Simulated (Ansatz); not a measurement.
Take CeO$_{2}$ in the fluorite structure (space group Fm-3m, No. 225; a = 5.464 Å) as the base.

Perturbation: cell and atoms relaxed at a pressure of 4.5 GPa.

The values are results of PBE (Ansatz, an electronic-structure program), spin-orbit coupling left out, earlier PAW set, not measurements.

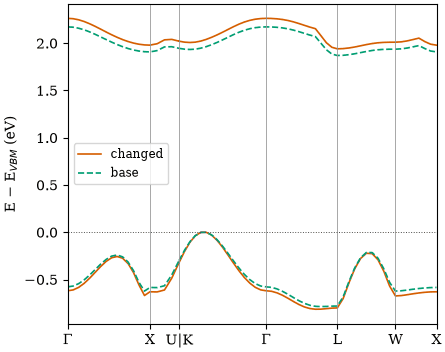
Fig. 1. Highest valence and lowest conduction band along the path, each from its own valence-band maximum

The gap is 1.94 eV, indirect, K–Γ (31 % along) → L; the base has 1.87 eV.

Load acts through the strain it causes; cell and atoms are relaxed under it. Stability against distortions was not tested. Seeded moments were not kept for the base. All final runs are without spin polarisation.
